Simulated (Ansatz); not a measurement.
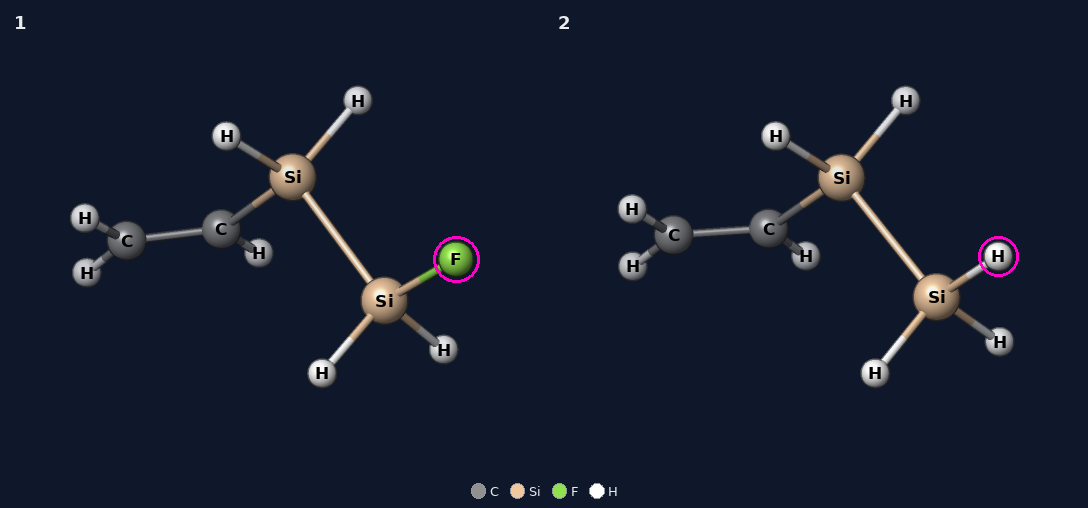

2 molecules with one skeleton, seen from the same side and at one scale; the atom that differs is circled. Each species is neutral and a spin singlet. Computed geometries: PBE0-D4/def2-TZVP optimisations, one conformation each. Properties computed with Ansatz 0.2.0.

One atom differs, called X below: F in panel 1, H in panel 2. Their formulas are C2H7FSi2 (`C=C[SiH2][SiH2]F`), C2H8Si2 (`C=C[SiH2][SiH3]`).

In which is the length of X–Si larger (PBE0-D4/def2-TZVP)?

In panel 1 (X = F).

In which is the HOMO–LUMO gap larger (ωB97M-V/def2-TZVPP)?

In panel 2 (X = H).

Give the values. With PBE0-D4/def2-TZVP: length of X–Si (Å), mean angle X–Si–H (°). With ωB97M-V/def2-TZVPP: dipole moment (D), HOMO energy (Kohn–Sham orbital) (eV), HOMO–LUMO gap (eV).

| quantity | 1 (F) | 2 (H) | 2 − 1 |
| --- | --- | --- | --- |
| length of X–Si (Å) | 1.608 | 1.489 | −0.119 |
| mean angle X–Si–H (°) | 107.6 | 108.5 | +0.9 |
| dipole moment (D) | 2.10 | 0.83 | −1.27 |
| HOMO energy (Kohn–Sham orbital) (eV) | −9.78 | −9.70 | +0.08 |
| HOMO–LUMO gap (eV) | 10.69 | 11.06 | +0.37 |
